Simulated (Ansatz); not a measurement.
```yaml
crystal:
  lattice:
    - [4.03749, 0.00000, 0.00000]
    - [0.00000, 4.03749, 0.00000]
    - [0.00000, 0.00000, 18.20452]
  atoms:
    - { symbol: Yb, position: [0.50000, 0.50000, 0.32838] }
    - { symbol: Yb, position: [0.00000, 0.00000, 0.82838] }
    - { symbol: Yb, position: [0.00000, 0.00000, 0.17162] }
    - { symbol: Yb, position: [0.50000, 0.50000, 0.67162] }
    - { symbol: Be, position: [0.00000, 0.50000, 0.00000] }
    - { symbol: Be, position: [0.50000, 0.00000, 0.50000] }
    - { symbol: Be, position: [0.50000, 0.00000, 0.00000] }
    - { symbol: Be, position: [0.00000, 0.50000, 0.50000] }
    - { symbol: Si, position: [0.00000, 0.00000, 0.00000] }
    - { symbol: Si, position: [0.50000, 0.50000, 0.50000] }
    - { symbol: S, position: [0.00000, 0.00000, 0.32351] }
    - { symbol: S, position: [0.50000, 0.50000, 0.82351] }
    - { symbol: S, position: [0.50000, 0.50000, 0.17649] }
    - { symbol: S, position: [0.00000, 0.00000, 0.67649] }
```

Space group I4/mmm; a generated structure, not necessarily the stable one; no Hubbard U on the f states and no spin–orbit coupling; spin-polarised.

Computed with DFT PBE, scalar-relativistic, plane waves, PAW (Ansatz).

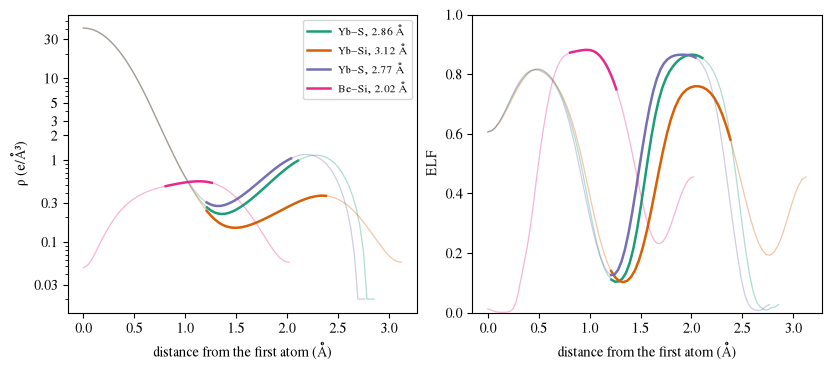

Yb$_{2}$Be$_{2}$SiS$_{2}$. Valence charge density (pseudo) and electron localisation function along straight lines between neighbouring atoms. Thin, pale parts lie inside the atomic spheres.

The density is the valence pseudo-density of a PAW calculation; it isn't the true density close to the nuclei.

**What can be read from the curves?**

Yb–S (2.86 Å): ρ is about 0.23 e/Å³ halfway; the ELF peaks at about 0.85 in the valence shell of S, 0.9 Å from its nucleus, and is about 0.20 at the midpoint (no shared electron pair shows on this line).
Yb–Si (3.12 Å): the density is about 0.15 e/Å³ at the midpoint; the ELF peaks at about 0.75 in the valence shell of Si, 1.1 Å from its nucleus, and drops to about 0.10 between the two atoms.
Yb–S (2.77 Å): ρ at the midpoint is about 0.28 e/Å³; the ELF peaks at about 0.85 in the valence shell of S, 0.9 Å from its nucleus, and is about 0.25 at the midpoint; no shared electron pair shows on this line.
Be–Si (2.02 Å): ρ at the midpoint is about 0.53 e/Å³; the ELF peaks at about 0.90 in the valence shell of Si, 1.1 Å from its nucleus, and is about 0.90 at the midpoint.
